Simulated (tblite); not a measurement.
## Frequency calculation of C$_{7}$H$_{13}$GaO

System: C$_{7}$H$_{13}$GaO, SMILES CC(C)O[C]([GaH2])=C1CC1.
Method: GFN2-xTB harmonic vibrations, gas phase (tblite 0.8.0).

It belongs to a series of runs on one base structure; here: H on C replaced by OiPr.

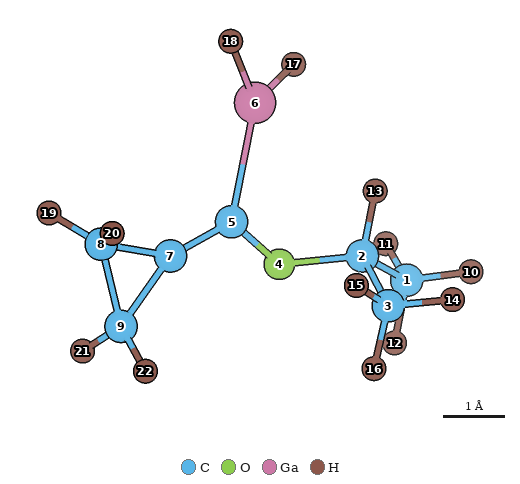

*The structure as given in the input (ball-and-stick view, seen at a tilt; atoms are numbered from 1 in the order of the input). Sticks mark near contacts.*

Bond lengths as drawn: C–C 1.32 to 1.53 Å, C–Ga 2.02 Å, C–H 1.08 to 1.12 Å, C–O 1.39 to 1.41 Å and Ga–H 1.59 Å.

### Results in brief

```json
{"quantity": "outcome", "value": "converged"}
{"quantity": "total energy", "value": "−728.9669 eV"}
{"quantity": "zero-point energy", "value": "106.8990 kcal/mol"}
{"quantity": "hardware", "value": "1 CPU thread, shared host"}
{"quantity": "wall time", "value": "1 s"}
{"quantity": "peak memory", "value": "0.18 GiB"}
```

### Input file
```
{"job": {"kind": "ir", "xc": "GFN2-xTB", "basis": "xTB"}, "charge": 0, "multiplicity": 1}
C     -2.260152    -1.046942     1.637220
C     -1.467024    -0.204125     0.648525
C     -1.983934    -0.350129    -0.781469
O     -0.114562    -0.591969     0.737847
C      0.768791     0.347147     0.212830
Ga     0.621340     2.117519     1.174716
C      1.714036     0.002478    -0.636735
C      2.889318     0.445081    -1.397812
C      2.390789    -0.983717    -1.488045
H     -3.303698    -0.745654     1.638083
H     -1.848545    -0.920351     2.635254
H     -2.188878    -2.096206     1.362574
H     -1.545103     0.880316     0.933557
H     -3.030834    -0.064468    -0.835906
H     -1.407886     0.287346    -1.452524
H     -1.877271    -1.383102    -1.104579
H      0.049095     2.171458     2.657570
H      1.159615     3.490748     0.587213
H      3.812056     0.634865    -0.865795
H      2.741026     1.093963    -2.250376
H      2.968291    -1.764618    -1.013205
H      1.903121    -1.300256    -2.399792
```

The first line tells a small driver script what to run in tblite; the rest is the geometry in Å.

Command:
```bash
OMP_NUM_THREADS=1 python <driver script> task.json out
```

### The program's output
```
mode    cm-1     km/mol
  1     -10.1      2.01
  2      47.7      0.61
  3      64.0      0.29
  4     104.7      0.75
  5     123.4      0.59
  6     174.0      3.30
  7     177.2      0.01
  8     199.0      4.22
  9     222.2      1.41
 10     257.9      9.03
 11     296.2      5.67
 12     321.6      2.76
 13     348.3     21.82
 14     389.6     98.23
 15     415.1    155.91
 16     467.4     28.13
 17     481.7     14.60
 18     594.1     23.00
 19     676.8    485.41
 20     776.2      1.35
 21     860.7      8.53
 22     869.4     14.82
 23     889.6     10.29
 24     939.1      2.20
 25     953.1      7.63
 26     972.6      2.49
 27    1019.6     13.34
 28    1023.0     32.02
 29    1031.6     63.13
 30    1059.3      2.80
 31    1073.2     81.86
 32    1125.0      0.24
 33    1129.4     52.39
 34    1160.3     48.73
 35    1173.7     45.98
 36    1199.0     31.20
 37    1296.2     24.80
 38    1318.2     27.33
 39    1390.0     17.98
 40    1402.8     10.29
 41    1420.7      0.48
 42    1444.9      1.84
 43    1469.0      1.85
 44    1480.0      3.06
 45    1480.8      1.17
 46    1491.8      3.30
 47    1505.5    420.27
 48    1571.7    788.24
 49    1821.8     16.96
 50    2574.6    182.56
 51    3006.2     28.58
 52    3040.4      3.65
 53    3044.9      9.56
 54    3045.7     18.27
 55    3047.9     21.96
 56    3051.9     45.52
 57    3055.3     12.00
 58    3059.3     14.50
 59    3065.5     30.76
 60    3075.7     39.52
```

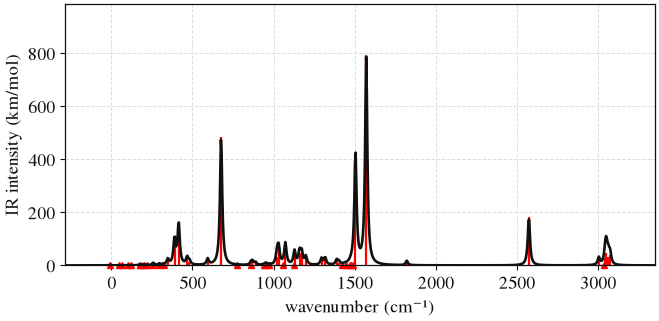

*Harmonic infrared spectrum, unscaled: sticks (degenerate modes added up, dark ones marked on the axis) with a Lorentzian envelope of 16 cm⁻¹ full width, scaled to the tallest stick; imaginary modes are drawn at negative wavenumbers.*

60 modes from 10i to 3076 cm⁻¹, 1 imaginary beyond 8i (10i cm⁻¹): not a clean minimum; so soft a mode can be a shallow saddle, an incomplete relaxation or noise of the force constants. The strongest line is at 1572 cm⁻¹ (788 km/mol).
